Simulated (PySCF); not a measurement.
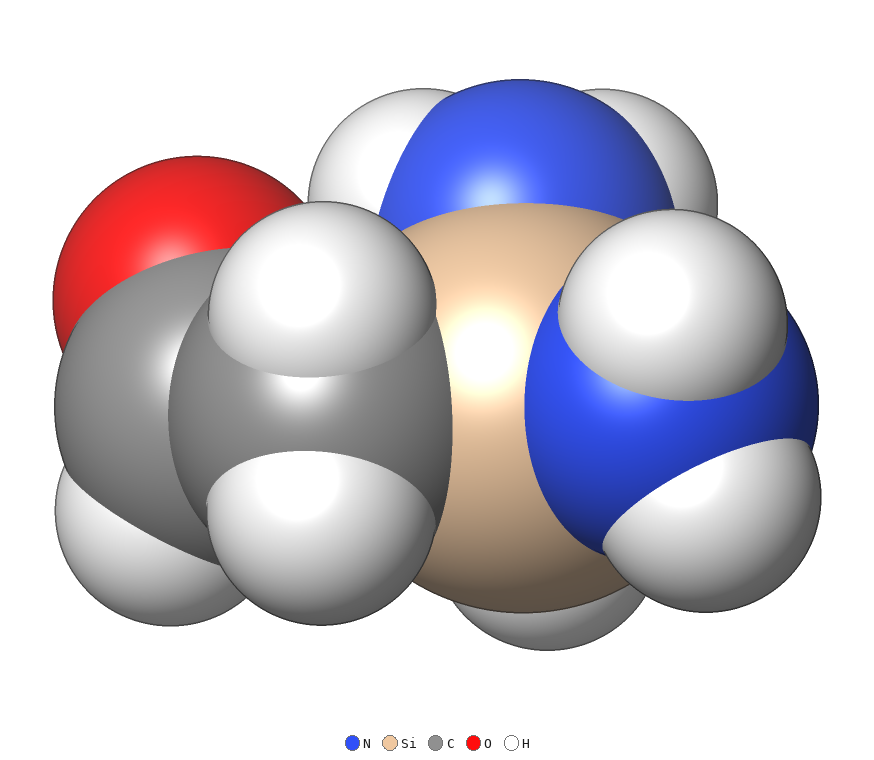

The geometry was computed by an optimisation with PBE0-D3(BJ)/def2-SVP. No frequency run is at hand to confirm it as a minimum.

Give the structural formula.

SMILES: N[SiH](N)CC=O

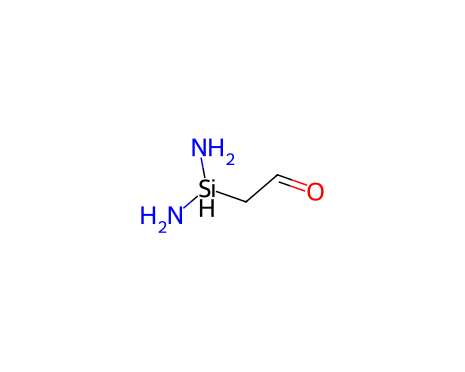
